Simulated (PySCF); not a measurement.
# CISD/STO-6G run of SiH4S (sulfanylsilane)

Aim: the vertical singlet–triplet gap of SiH4S (sulfanylsilane) at CISD/STO-6G, from 2 runs. 

The calculation is run with PySCF 2.14.0.

6 further runs of the same task are left out: 6 set aside as unsound or not needed.

## Step 1: Starting point

SiH4S: 6 atoms, total charge 0, spin state singlet. SMILES: `[SiH3]S`. The coordinates come from a PBE0-D4/def2-TZVP relaxation.

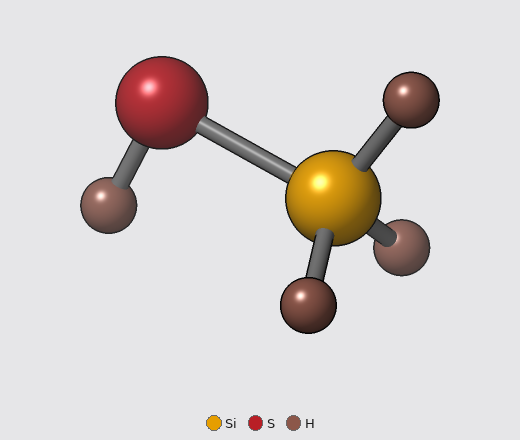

The structure, seen from a chosen angle (silicon amber, sulfur red, hydrogen brown).

## Step 2: A single-point energy at CISD/STO-6G

File run.py:

```python
# [SiH3]S
from pyscf import gto, scf, ci

mol = gto.Mole()
mol.atom = '''
Si      -0.169800      -0.263400      -0.436000
S        0.907300      -0.012600       1.392800
H       -1.629800      -0.074300      -0.241600
H        0.108600      -1.658300      -0.852500
H        0.299800       0.681200      -1.481100
H        0.526100       1.263300       1.572300
'''
mol.charge = 0
mol.max_memory = 1860
mol.verbose = 4
mol.spin = 0
mol.basis = 'sto-6g'
mol.build()

hf = scf.RHF(mol)
hf.conv_tol = 1e-10
hf.kernel()
if not hf.converged:
    hf = hf.newton().run(hf.mo_coeff, hf.mo_occ)

cisd = ci.CISD(hf, frozen=10)
cisd.kernel()
e_final = cisd.e_tot
print('E(%s) = %.9f' % ('CISD', e_final))
```

Launch:

```
$ OMP_NUM_THREADS=1 python run.py
```

The program printed:

```text
PySCF version 2.14.0

[INPUT] num. atoms = 6
[INPUT] num. electrons = 34
[INPUT] charge = 0
[INPUT] spin (= nelec alpha-beta = 2S) = 0
[INPUT] symmetry False subgroup None
[INPUT] Mole.unit = angstrom
[INPUT] Symbol           X                Y                Z      unit          X                Y                Z       unit  Magmom
[INPUT]  1 Si    -0.169800000000  -0.263400000000  -0.436000000000 AA   -0.320875495951  -0.497753861210  -0.823920590310 Bohr   0.0
[INPUT]  2 S      0.907300000000  -0.012600000000   1.392800000000 AA    1.714548512818  -0.023810549170   2.632010546294 Bohr   0.0
[INPUT]  3 H     -1.629800000000  -0.074300000000  -0.241600000000 AA   -3.079875637816  -0.140406651055  -0.456557831695 Bohr   0.0
[INPUT]  4 H      0.108600000000  -1.658300000000  -0.852500000000 AA    0.205224257128  -3.133732832366  -1.610991521192 Bohr   0.0
[INPUT]  5 H      0.299800000000   0.681200000000  -1.481100000000 AA    0.566539892145   1.287281436054  -2.798873363093 Bohr   0.0
[INPUT]  6 H      0.526100000000   1.263300000000   1.572300000000 AA    0.994184914134   2.387291013163   2.971216385654 Bohr   0.0

nuclear repulsion = 89.2386347018964
number of shells = 14
number of NR pGTOs = 132
number of NR cGTOs = 22
basis = sto-6g
ecp = {}

******** <class 'pyscf.scf.hf.RHF'> ********
method = RHF
initial guess = minao
damping factor = 0
level_shift factor = 0
DIIS = <class 'pyscf.scf.diis.CDIIS'>
diis_start_cycle = 1
diis_space = 8
diis_damp = 0
SCF conv_tol = 1e-10
SCF conv_tol_grad = None
SCF max_cycles = 50
direct_scf = True
direct_scf_tol = 1e-13
Set gradient conv threshold to 1e-05
Initial guess from minao.
init E= -685.865898494069
  HOMO = -0.265954406509409  LUMO = 0.24668607270967  gap/eV = 13.94966
cycle= 1 E= -686.365514912833  delta_E= -0.5  |g|= 0.259  |ddm|= 2.56
  HOMO = -0.204177523317479  LUMO = 0.402575337482628  gap/eV = 16.51059
cycle= 2 E= -686.399837885234  delta_E= -0.0343  |g|= 0.0445  |ddm|= 0.583
  HOMO = -0.262613702135135  LUMO = 0.397736044016529  gap/eV = 17.96903
cycle= 3 E= -686.400699270166  delta_E= -0.000861  |g|= 0.00928  |ddm|= 0.0873
  HOMO = -0.264551180383496  LUMO = 0.396346813654191  gap/eV = 17.98395
cycle= 4 E= -686.40076336403  delta_E= -6.41e-05  |g|= 0.00133  |ddm|= 0.0273
  HOMO = -0.264288094020523  LUMO = 0.396954372136374  gap/eV = 17.99332
cycle= 5 E= -686.400764789356  delta_E= -1.43e-06  |g|= 0.00025  |ddm|= 0.00422
  HOMO = -0.264382896300431  LUMO = 0.396942876205069  gap/eV = 17.99559
cycle= 6 E= -686.400764842161  delta_E= -5.28e-08  |g|= 2.59e-05  |ddm|= 0.000875
  HOMO = -0.264390584400673  LUMO = 0.396943210443938  gap/eV = 17.99581
cycle= 7 E= -686.400764842699  delta_E= -5.38e-10  |g|= 3.93e-06  |ddm|= 8.87e-05
  HOMO = -0.264388970286951  LUMO = 0.396943419428681  gap/eV = 17.99577
cycle= 8 E= -686.400764842713  delta_E= -1.44e-11  |g|= 4.17e-07  |ddm|= 1.52e-05
  HOMO = -0.264388884701981  LUMO = 0.396943504931552  gap/eV = 17.99577
Extra cycle  E= -686.400764842714  delta_E= -7.96e-13  |g|= 1.36e-07  |ddm|= 1.06e-06
converged SCF energy = -686.400764842714

******** <class 'pyscf.ci.cisd.RCISD'> ********
CISD nocc = 7, nmo = 12
frozen orbitals 10
max_cycle = 50
direct = 0
conv_tol = 1e-09
max_cycle = 50
max_space = 12
lindep = 0
nroots = 1
Init t2, MP2 energy = -0.0649976231840146
RCISD converged
E(RCISD) = -686.4904669548944  E_corr = -0.08970211218055185
E(CISD) = -686.490466955
```

It took 0.83 s on 1 thread of Arm Neoverse V2, shared host; peak memory 0.1 GiB.

## Step 3: The triplet at the same level

File input.py:

```python
from pyscf import gto, ci

mol = gto.M(
    atom='''
Si      -0.169800      -0.263400      -0.436000
S        0.907300      -0.012600       1.392800
H       -1.629800      -0.074300      -0.241600
H        0.108600      -1.658300      -0.852500
H        0.299800       0.681200      -1.481100
H        0.526100       1.263300       1.572300
''',
    verbose=4,
    spin=2,
    max_memory=1860,
    charge=0,
    basis='sto-6g',
)

mf = mol.UHF()
mf.conv_tol = 1e-10
mf.kernel()
if not mf.converged:
    mf = mf.newton().run(mf.mo_coeff, mf.mo_occ)

cisd = ci.CISD(mf, frozen=10)
cisd.kernel()
e_final = cisd.e_tot
print(f'total energy: {e_final:.8f} hartree')
```

Launch:

```
$ OMP_NUM_THREADS=1 python input.py
```

The program printed:

```text
PySCF version 2.14.0

[INPUT] num. atoms = 6
[INPUT] num. electrons = 34
[INPUT] charge = 0
[INPUT] spin (= nelec alpha-beta = 2S) = 2
[INPUT] symmetry False subgroup None
[INPUT] Mole.unit = angstrom
[INPUT] Symbol           X                Y                Z      unit          X                Y                Z       unit  Magmom
[INPUT]  1 Si    -0.169800000000  -0.263400000000  -0.436000000000 AA   -0.320875495951  -0.497753861210  -0.823920590310 Bohr   0.0
[INPUT]  2 S      0.907300000000  -0.012600000000   1.392800000000 AA    1.714548512818  -0.023810549170   2.632010546294 Bohr   0.0
[INPUT]  3 H     -1.629800000000  -0.074300000000  -0.241600000000 AA   -3.079875637816  -0.140406651055  -0.456557831695 Bohr   0.0
[INPUT]  4 H      0.108600000000  -1.658300000000  -0.852500000000 AA    0.205224257128  -3.133732832366  -1.610991521192 Bohr   0.0
[INPUT]  5 H      0.299800000000   0.681200000000  -1.481100000000 AA    0.566539892145   1.287281436054  -2.798873363093 Bohr   0.0
[INPUT]  6 H      0.526100000000   1.263300000000   1.572300000000 AA    0.994184914134   2.387291013163   2.971216385654 Bohr   0.0

nuclear repulsion = 89.2386347018964
number of shells = 14
number of NR pGTOs = 132
number of NR cGTOs = 22
basis = sto-6g
ecp = {}

[... 20 lines left out ...]
WARN: HOMO 0.24668607270967 >= LUMO -0.265954406509409
[... 54 lines left out ...]
converged SCF energy = -686.132397940189  <S^2> = 2.008927  2S+1 = 3.0059454
[... 1 line left out ...]
******** <class 'pyscf.ci.ucisd.UCISD'> ********
CISD nocc = (np.int64(8), np.int64(6)), nmo = (12, 12)
frozen orbitals 10
max_cycle = 50
direct = 0
conv_tol = 1e-09
max_cycle = 50
max_space = 12
lindep = 0
nroots = 1
Init t2, MP2 energy = -0.0527664926116714
UCISD converged
E(UCISD) = -686.210037936992  E_corr = -0.07763999680284739
total energy: -686.21003794 hartree
```

Run time: 0.99 s. Hardware: 1 thread of Arm Neoverse V2, shared host; peak memory 0.12 GiB.

## Step 4: Summary of results

At CISD/STO-6G, 10 core orbitals frozen:

| quantity | value |
| --- | --- |
| singlet: total energy | -686.49047 Eh |
| singlet: dipole moment (Hartree–Fock density) | 1.18 D |
| singlet: HOMO energy (Hartree–Fock orbitals) | -7.19 eV |
| singlet: LUMO energy (Hartree–Fock orbitals) | 10.80 eV |
| singlet: HOMO–LUMO gap (Hartree–Fock orbitals) | 18.00 eV |
| singlet: correlation energy (10 core orbitals frozen) | -89.7 mEh |
| triplet: total energy | -686.21004 Eh |
| triplet: dipole moment (Hartree–Fock density) | 3.06 D |
| triplet: HOMO energy (Hartree–Fock orbitals) (highest over α and β) | 0.76 eV |
| triplet: LUMO energy (Hartree–Fock orbitals) (lowest over α and β) | 3.84 eV |
| triplet: correlation energy (10 core orbitals frozen) | -77.6 mEh |
| triplet: ⟨S²⟩ of the reference determinant | 2.009 |
| vertical energy of the triplet above the singlet | 7.631 eV |

At this shape the triplet lies 7.63 eV (176 kcal/mol) above the singlet. In a minimal basis such a difference can be off by several eV, whatever the method. Mulliken charges (triplet) of the mean-field density run from -0.21 on H3 to +0.37 on Si1; they depend strongly on the basis.
